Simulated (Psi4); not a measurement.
# SCS-OMP2/6-31+G(d) (DKH3, Cartesian functions) run of SiH2O (oxosilane)

Aim: the vertical ionisation energy of SiH2O (oxosilane) at SCS-OMP2/6-31+G* (DKH3, Cartesian functions), from 2 runs. 

The calculation is run with Psi4 1.11.

4 further runs of the same task are left out: 2 that didn't finish, 2 set aside as unsound or not needed.

## Step 1: The structure to begin with

SiH2O: 4 atoms, total charge 0, spin state singlet. As SMILES, `O=[SiH2]`. The shape is that of a PBE0-D4/def2-TZVP optimisation.

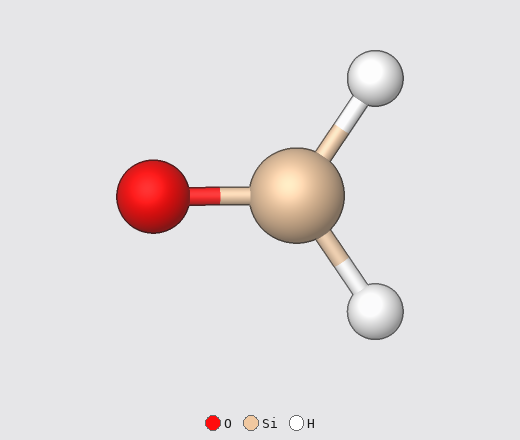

The structure, seen from a chosen angle (oxygen red, silicon light orange, hydrogen white).

## Step 2: The energy at SCS-OMP2/6-31+G(d) (DKH3, Cartesian functions)

h2osi.xyz

```xyz
4
H2OSi
O     -0.283200     0.413500     1.469500
Si    -0.006700     0.009800     0.034900
H      0.439900    -1.346000    -0.376200
H     -0.150000     0.922700    -1.128300
```

job.py

```python
import psi4

psi4.set_memory('1600 MB')
psi4.set_num_threads(1)
psi4.core.set_output_file('psi4.out', False)

with open('h2osi.xyz') as f:
    atoms = ''.join(f.readlines()[2:])
molecule = psi4.geometry('0 1\n' + atoms + '')

psi4.set_options({
    'basis': '6-31+G*',
    'scf_type': 'pk',
    'mp2_type': 'conv',
    'relativistic': 'dkh',
    'dkh_order': 3,
})

E, wfn = psi4.energy("scs-omp2", return_wfn=True)
print(f'total energy {E:.8f} hartree = {E * 27.211386:.5f} eV')
```

Command:

```sh
$ python job.py
```

psi4.out:

```text
[...]
  Running in c1 symmetry.
[...]
  Nuclear repulsion =   52.484789994440831
[...]
  Multiplicity = 1
[...]
  Nalpha       = 12
  Nbeta        = 12
[...]
    Number of basis functions: 46
[...]
   @RHF iter   1:  -365.33669613520811   -7.13603e-01   1.31781e-02 DIIS/ADIIS
[...]
   @RHF iter  11:  -365.50073353744529   -4.54747e-12   6.21727e-09 DIIS
[...]
    Orbital Energies [Eh]
    ---------------------
    Doubly Occupied:
       1A    -69.007669     2A    -20.546822     3A     -6.213828
       4A     -4.297662     5A     -4.294477     6A     -4.293700
       7A     -1.253771     8A     -0.706598     9A     -0.554022
      10A     -0.525468    11A     -0.456440    12A     -0.444195
[...]
  @RHF Final Energy:  -365.50073353744529
   => Energetics <=
    Nuclear Repulsion Energy =             52.4847899944408312
    One-Electron Energy =                -610.7817461579365954
    Two-Electron Energy =                 192.7962226260505076
    Total Energy =                       -365.5007335374452850
[...]
 Multipole Moments:
 ------------------------------------------------------------------------------------
     Multipole            Electronic (a.u.)      Nuclear  (a.u.)        Total (a.u.)
 ------------------------------------------------------------------------------------
 L = 1.  Multiply by 2.5417464519 to convert [e a0] to [Debye]
 Dipole X            :         -0.1270689            0.4532372            0.3261683
 Dipole Y            :          0.1855977           -0.6618064           -0.4762087
 Dipole Z            :          0.6601626           -2.3521705           -1.6920080
 Magnitude           :                                                    1.7877504
[...]
	SCS-MP2 Total Energy (a.u.)        :  -365.78272367797871
	SOS-MP2 Total Energy (a.u.)        :  -365.77977105636683
[...]
	MP2 Total Energy (a.u.)            :  -365.79646072715707
[...]
	SCS-OMP2 Total Energy (a.u.)       :  -365.78936283869405
	SOS-OMP2 Total Energy (a.u.)       :  -365.76320089759895
[...]
	OMP2 Total Energy (a.u.)           :  -365.79646052587970
[...]
```

Standard output:

```text
total energy -365.78936284 hartree = -9953.63555 eV
```

It took 4.5 s on 1 thread of AMD EPYC 7B13 (Zen 3), shared host; peak memory 0.21 GiB.

## Step 3: The doublet cation

input.dat

```
memory 1600 mb

molecule {
  1 2
  O     -0.53517044     0.78140175     2.77695254
  Si    -0.01266117     0.01851932     0.06595144
  H      0.83129052    -2.54357136    -0.71091497
  H     -0.28345892     1.74365030    -2.13217799
  units bohr
}

set basis 6-31+G*
set reference uhf
set scf_type pk
set mp2_type conv
set relativistic dkh
set dkh_order 3

energy('scs-omp2')
print_variables()
```

Command:

```sh
$ psi4 -n 1 input.dat output.dat
```

output.dat:

```text
[...]
  Running in c1 symmetry.
[...]
  Nuclear repulsion =   52.484790023665980
[...]
  Multiplicity = 2
[...]
  Nalpha       = 12
  Nbeta        = 11
[...]
    Number of basis functions: 46
[...]
   @UHF iter   1:  -364.86773844844259   -2.44646e-01   1.27528e-02 ADIIS/DIIS
[...]
   @UHF iter  16:  -365.16883868375874   -2.72848e-12   8.30447e-09 DIIS
[...]
   @S^2 Observed:                7.604210492E-01
[...]
    Orbital Energies [Eh]
    ---------------------
    Alpha Occupied:
       1A    -69.310359     2A    -20.968090     3A     -6.517089
       4A     -4.599191     5A     -4.599088     6A     -4.595615
       7A     -1.713599     8A     -1.009295     9A     -0.982666
      10A     -0.887762    11A     -0.884433    12A     -0.773179
    Alpha Virtual:
      13A     -0.214226    14A     -0.136815    15A     -0.098527
      16A     -0.065782    17A     -0.051108    18A     -0.050422
      19A     -0.010269    20A      0.015790    21A      0.090730
      22A      0.110580    23A      0.119770    24A      0.174628
      25A      0.232182    26A      0.237808    27A      0.266239
[...]
  @UHF Final Energy:  -365.16883868375874
   => Energetics <=
    Nuclear Repulsion Energy =             52.4847900236659797
    One-Electron Energy =                -602.9053551698414140
    Two-Electron Energy =                 185.2517264624167126
    Total Energy =                       -365.1688386837587359
  UHF NO Occupations:
  HONO-2 :   10  A 1.9985283
  HONO-1 :   11  A 1.9979851
[...]
 Multipole Moments:
 ------------------------------------------------------------------------------------
     Multipole            Electronic (a.u.)      Nuclear  (a.u.)        Total (a.u.)
 ------------------------------------------------------------------------------------
 L = 1.  Multiply by 2.5417464519 to convert [e a0] to [Debye]
 Dipole X            :         -0.2104237            0.4532372            0.2428135
 Dipole Y            :          0.3073206           -0.6618064           -0.3544857
 Dipole Z            :          1.0925385           -2.3521705           -1.2596320
 Magnitude           :                                                    1.3308987
[...]
	SCS-MP2 Total Energy (a.u.)        :  -365.38347479537123
	SOS-MP2 Total Energy (a.u.)        :  -365.38357230547598
[...]
	MP2 Total Energy (a.u.)            :  -365.39221325051278
[...]
	SCS-OMP2 Total Energy (a.u.)       :  -365.38860095824464
	SOS-OMP2 Total Energy (a.u.)       :  -365.36819432119665
[...]
	OMP2 Total Energy (a.u.)           :  -365.39221324826678
[...]
```

Run time: 14 s. Hardware: 1 thread of AMD EPYC 7B13 (Zen 3), shared host; peak memory 0.21 GiB.

## Step 4: Summary of results

At SCS-OMP2/6-31+G* (DKH3, Cartesian functions):

```
                                                                  quantity          value
                                               singlet SiH2O: total energy  -365.78936 Eh
                        singlet SiH2O: HOMO energy (Hartree–Fock orbitals)      -12.09 eV
                        singlet SiH2O: LUMO energy (Hartree–Fock orbitals)        0.58 eV
                      singlet SiH2O: HOMO–LUMO gap (Hartree–Fock orbitals)       12.66 eV
                                         singlet SiH2O: correlation energy     -288.6 mEh
                                              doublet cation: total energy  -365.38860 Eh
doublet cation: HOMO energy (Hartree–Fock orbitals) (highest over α and β)      -21.04 eV
 doublet cation: LUMO energy (Hartree–Fock orbitals) (lowest over α and β)       -6.81 eV
                                        doublet cation: correlation energy     -219.8 mEh
                         doublet cation: ⟨S²⟩ of the reference determinant          0.760
                        vertical ionisation energy (to the doublet cation)      10.905 eV
```

The vertical ionisation energy comes to 10.91 eV (251 kcal/mol).
